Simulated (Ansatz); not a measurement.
System: FH3N2Sn (SMILES N[NH][Sn][F]).

Input

```
crystal:
  periodic: [false, false, false]
  atoms:
    - {symbol: F, position_ang: [-2.185077, -0.148484, 2.736934]}
    - {symbol: "N", position_ang: [-0.482035, 1.730179, 1.401451]}
    - {symbol: N, position_ang: [-0.657792, 0.624461, 0.554759]}
    - {symbol: Sn, position_ang: [-1.875204, -0.959774, 0.953216]}
    - {symbol: H, position_ang: [-1.138852, 1.600206, 2.174869]}
    - {symbol: H, position_ang: [0.447640, 1.677120, 1.827242]}
    - {symbol: H, position_ang: [-0.275302, 0.813080, -0.369550]}
basis:
  gaussian:
    orbitals: def2-TZVPD
hamiltonian:
  xc: {name: PBE0}
output:
  forces: true
  orbitals: {seedname: orbitals}
```

Launched as:

```sh
ansatz run input.yaml --threads 2 --pin off --max-ram 4350MiB --events-out events.jsonl --progress --plain --runs-dir runs
```

Geometry: PBE0-D3(BJ)/def2-SVP; core potentials replace the inner electrons of Sn.

These are results of Ansatz 0.2.0, isolated molecule in a Gaussian basis; Kohn-Sham density functional theory, functional PBE0, not measurements.

**What can the converged electron density and electron localisation function tell about the bonding?**

N–N (1.40 Å): ρ at the midpoint is about 2.2 e/Å³; the ELF peaks at about 0.90 between the atoms (a covalent bond).
Sn–F (1.98 Å): ρ at the midpoint is about 0.71 e/Å³; the ELF peaks at about 0.80 in the valence shell of F, 0.5 Å from its nucleus, and drops to about 0.15 between the two atoms.
Sn–N (2.04 Å): ρ is about 0.76 e/Å³ halfway; the ELF peaks at about 0.90 in the valence shell of N, 0.6 Å from its nucleus, and drops to about 0.15 between the two atoms.
N–H (1.02 Å): ρ at the midpoint is about 2.9 e/Å³; the ELF climbs to about 1 towards the hydrogen, as it does in any bond to H; an ordinary covalent bond to hydrogen.

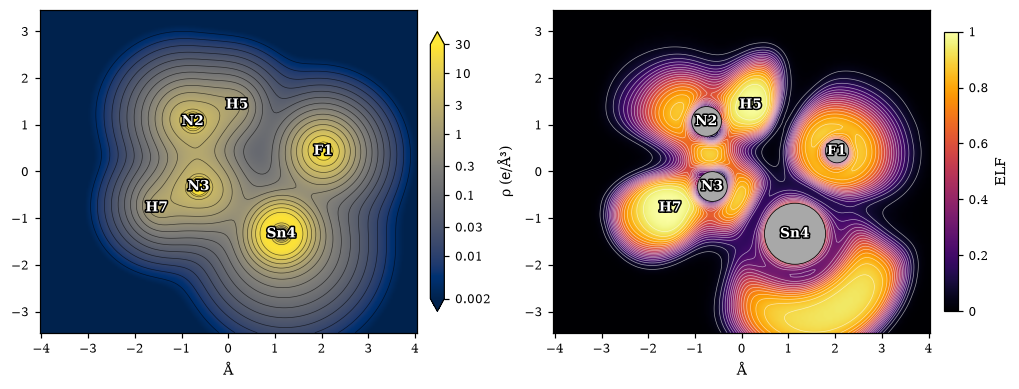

Computed electron density and electron localisation function on the plane of atoms F1, Sn4 and N3, in this order. Grey discs cover the atomic cores in the ELF map. 
